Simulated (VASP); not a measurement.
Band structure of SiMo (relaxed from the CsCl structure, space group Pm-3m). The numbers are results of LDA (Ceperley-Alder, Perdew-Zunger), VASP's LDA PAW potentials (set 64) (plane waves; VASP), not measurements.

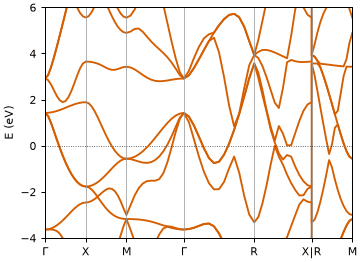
Fig. 1. Bands along high-symmetry lines, zero at the valence-band maximum or, without a gap, the Fermi level

Question: Read the plot: is there a gap, and where are the band edges?

Answer: It has no gap at this level: it comes out as a metal or semimetal. (Edges off the drawn lines would not show.)

The structure was generated: SiMo was put into the CsCl type (Pm-3m), which need not be its known phase. It was relaxed first, which changed the volume by -7 %.
